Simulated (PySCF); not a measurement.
# C2F6, SMILES `FC(F)(F)C(F)(F)F`: electronic structure

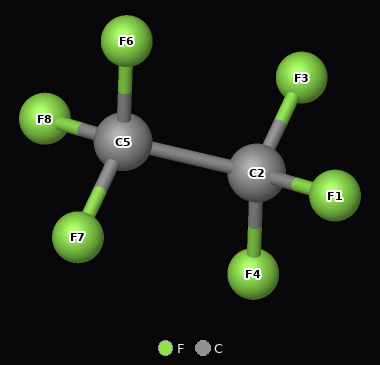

The molecule, with its atoms numbered as below. No frequency check shows the geometry to be a minimum.

Geometry (Å), atoms numbered from 1:

```
F1       1.2442   -0.7466    0.9948
C2       0.7794    0.0001   -0.0000
F3       1.2438    1.2351    0.1491
F4       1.2442   -0.4883   -1.1438
C5      -0.7793   -0.0001   -0.0001
F6      -1.2441    0.4835    1.1459
F7      -1.2441   -1.2342   -0.1541
F8      -1.2440    0.7505   -0.9917
```

Part 1: Bonding charge

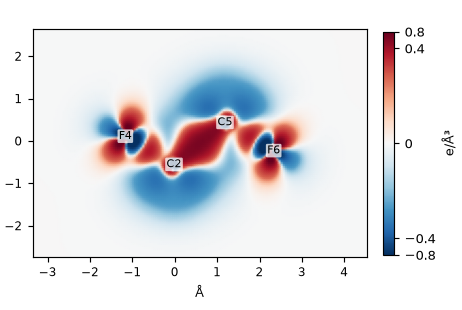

Deformation density (molecule less spherical, spin-averaged free atoms) in the plane of C2, F4, C5 and F6; colour scale in e/Å³, logarithmic beyond ±0.1; red: gain, blue: loss.

Method: PBE/def2-SVPD; geometry: GFN2-xTB; program: PySCF.

How much density has each bond in this plane gained at its critical point, relative to the free atoms?

Answer. C2–C5: +0.63 e/Å³ at the bond critical point (bond length 1.56 Å). C2–F4 and C5–F6: +0.16 e/Å³ at the bond critical point (bond length 1.33 Å). In all, 1.7 electrons gather in the regions of gain relative to the promolecule.

Where do the Hirshfeld charges lie?

Answer. The highest Hirshfeld charge is on C2 and C5 (+0.23 e), the lowest on F1, F3, F4, F6, F7 and F8 (−0.08 e).

| atom | charge (e) |
| --- | --- |
| F1 | −0.08 |
| C2 | +0.23 |
| F3 | −0.08 |
| F4 | −0.08 |
| C5 | +0.23 |
| F6 | −0.08 |
| F7 | −0.08 |
| F8 | −0.08 |

Part 2: Bond critical points

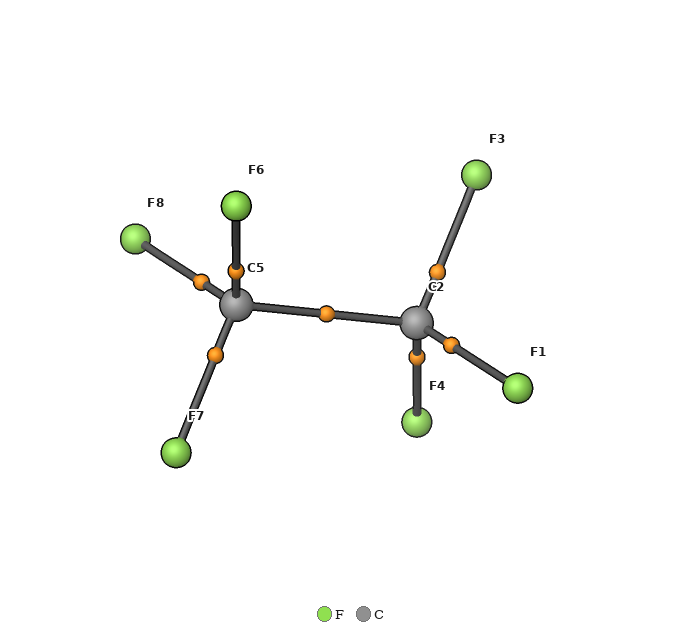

Molecular graph of the electron density (QTAIM): bond paths, bond critical points (orange), ring points (yellow, if any); weak paths are dashed.

How many critical points of each kind are there, and does the count close?

Answer. 8 nuclei, 7 bond, 0 ring and 0 cage critical points: 8 − 7 + 0 − 0 = 1, as the Poincaré–Hopf relation requires.

Give the properties at the bond critical points.

Answer.
```tsv
bond	length (Å)	ρ (a.u.)	∇²ρ (a.u.)	ε	H (a.u.)
C5–F7 (6 alike)	1.328	0.286	−0.23	0.11	−0.428
C2–C5	1.559	0.259	−0.66	0.00	−0.211
```

What kind of interaction is C5–F7?

Answer. Shared-shell (covalent): ρ = 0.286, ∇²ρ = −0.23, H = −0.428 a.u.

Part 3: Local ionisation energy

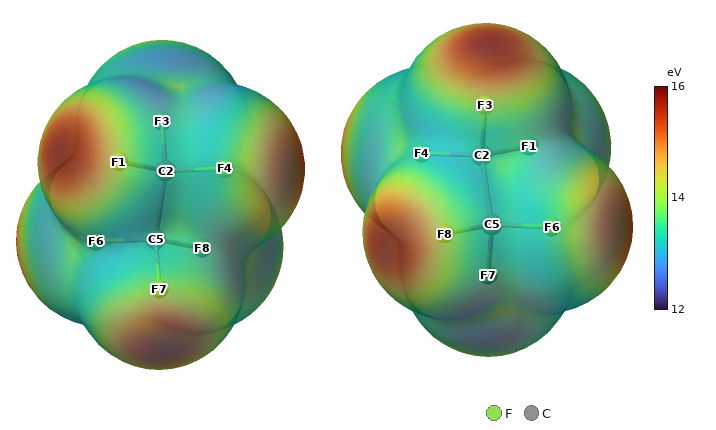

Average local ionisation energy on the surface of electron density 0.001 a.u. (back view left, front view right).

Locate the minima of the map.

Answer. The lowest value is 12.9 eV, 1.7 Å from F3, and at like points elsewhere. For comparison, the highest occupied orbital lies at −9.8 eV.

What volume does the surface enclose, and what is the dipole moment?

Answer. About 96 Å³; the dipole moment is 0.0 D.

Part 4: In an electric field

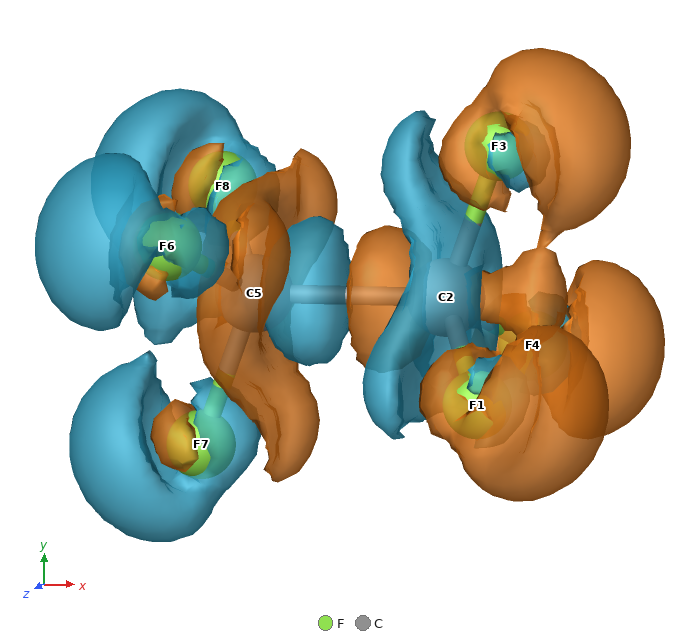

Change of the electron density in a uniform field of 0.10 V/Å, surfaces at ±0.0006 e/Å³ (light blue: gain, orange: loss).

PySCF calculation, B3LYP/6-311+G**, gas phase; geometry: GFN2-xTB. The basis has diffuse s and p functions alone, which still leaves polarisabilities too small, most of all across bonds.

Along which Cartesian direction does the field point?

Answer. Along +x: electrons gather on the −x side, against the field.

How large is the response?

Answer. The induced dipole is 0.15 D (along the field); α along this axis, from the fields in both directions, is 29 bohr³ (4.3 Å³).

Which atoms gain and lose the most charge?

Answer. Electrons gather most on F6, F7 and F8 alike (Hirshfeld charge changes by −0.002 e) and leave F1, F3 and F4 alike most (+0.002 e); 0.016 electrons are displaced in all.

Part 5: Removing or adding an electron

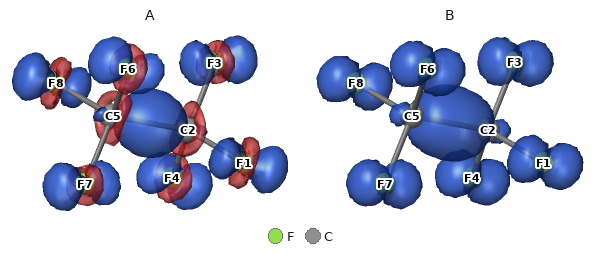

The Fukui function f⁻ from two separate SCF calculations and the density of the HOMO, at ±0.06 e/Å³ (blue positive, red negative).

Computed with PySCF, PBE0/def2-SVPD, geometry: GFN2-xTB.

Which panel is which, and how good is the frozen-orbital picture?

Answer. A is f⁻ (it has negative regions), B the HOMO density. The HOMO lies on C2 and C5 (15 % each) and F1, F3, F4, F6, F7 and F8 (12 % each); f⁻ (Hirshfeld-condensed) is largest on F1, F3, F4, F6, F7 and F8 (0.14 each) and C2 and C5 (0.09 each); the vertical ionisation energy is 14.13 eV (the stability of the cation's solution wasn't checked). Relaxation shifts 13 % of the electron between atoms. The orbital energy is −11.67 eV.

Part 6: Localised orbitals

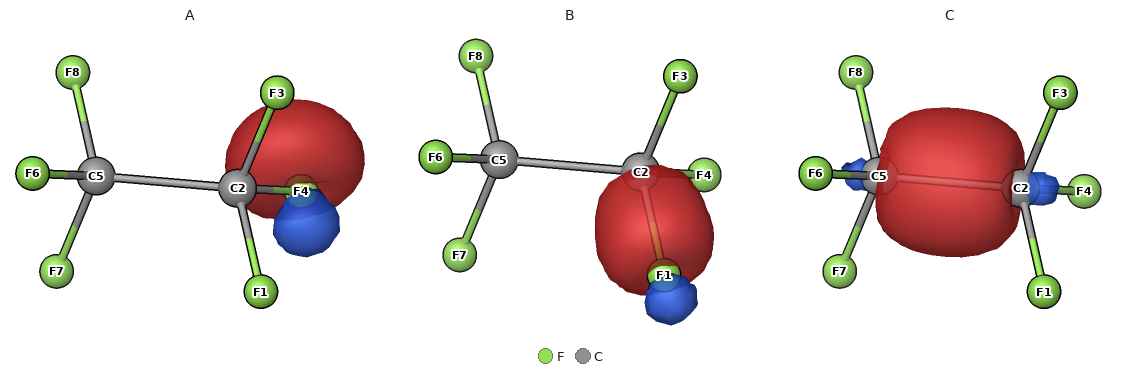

Foster–Boys orbitals, occupied; each surface holds about 80 % of the orbital's density. Energies are diagonal elements of the Fock matrix.

PySCF calculation, BLYP/def2-SVPD, gas phase; geometry: GFN2-xTB.

Identify each orbital.

Answer. By panel:
- A: lone pair on F4 (sp2.7-type) (F4 97 %; −16.1 eV)
- B: σ bond F1–C2 (F1 68 %, C2 31 %; −23.0 eV)
- C: σ bond C5–C2 (C5 49 %, C2 49 %; −16.3 eV)

How do all the valence pairs divide up?

Answer. 25 pairs: 18 lone pairs and 7 σ bonds.
